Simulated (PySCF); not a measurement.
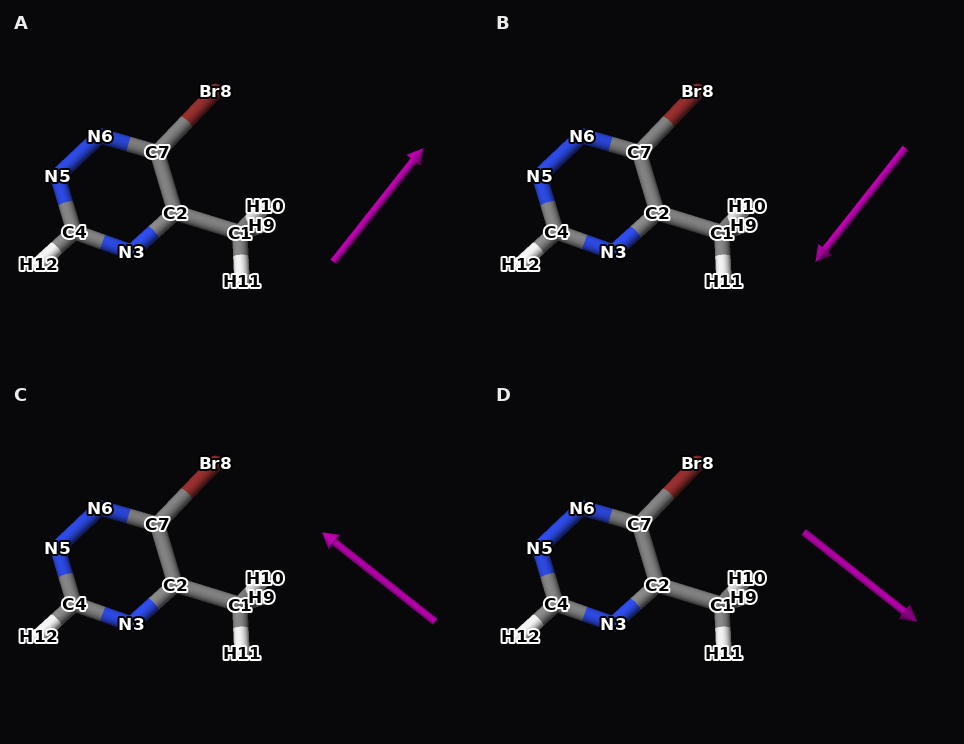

The same molecule four times, each with an arrow. The computed structure is the end point of a GFN2-xTB optimisation. No frequency run is at hand to confirm it as a minimum. Level of theory: ωB97X-D/def2-SVPD, gas phase (PySCF 2.14.0).

Which arrow points along the dipole moment, from the negative to the positive end?

D. The dipole moment is 3.06 D; it points from the side of N5 to the side of H11 (the outermost atoms at the two ends).

The geometry is semi-empirical. Around Br such bond lengths and angles can be off by a tenth of an ångström or more and by several degrees, and values that hang on the shape move with them.
